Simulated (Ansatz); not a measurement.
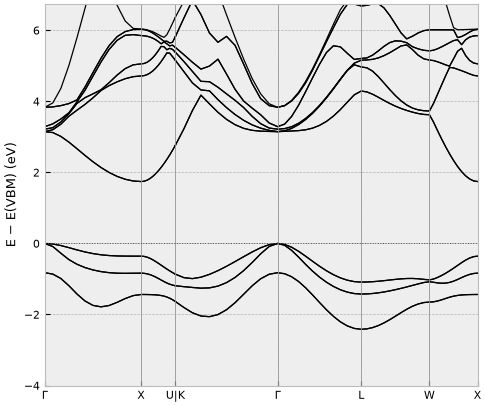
Figure. Band structure from r²SCAN with spin–orbit coupling in the plane-wave PAW code Ansatz

**Question.** Read off the gap and where the band edges lie.

**Answer.** About 1.7 eV (1.74 eV by a search for the band edges); maximum at Γ, minimum at X.

The material is BaTe (rock salt, Fm-3m).

Symmetry was held in the r²SCAN relaxation; of distortions, only those at the zone centre were tested.

Potentials: the later of the program's two PAW sets.
